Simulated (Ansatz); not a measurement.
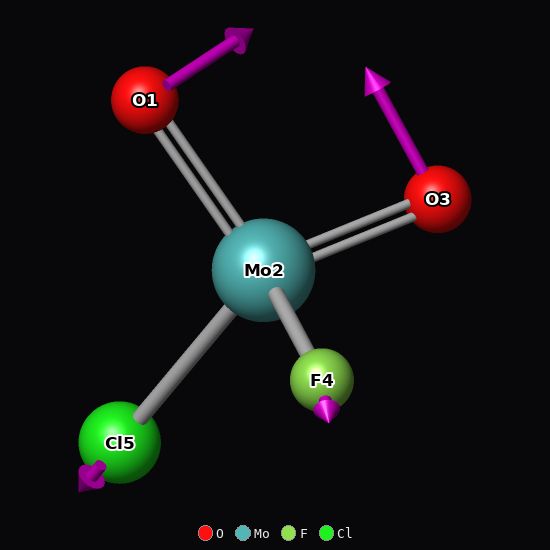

The arrows show one normal mode. The species is neutral and a spin singlet. Harmonic vibrations computed with RKS PBE0-D4/def2-TZVP, core potentials on Mo (Ansatz 0.2.0) at a stationary point of the same level.

Estimate its harmonic wavenumber.

Answer. 367 cm⁻¹; it is mode 5 of 9 counted from the lowest.
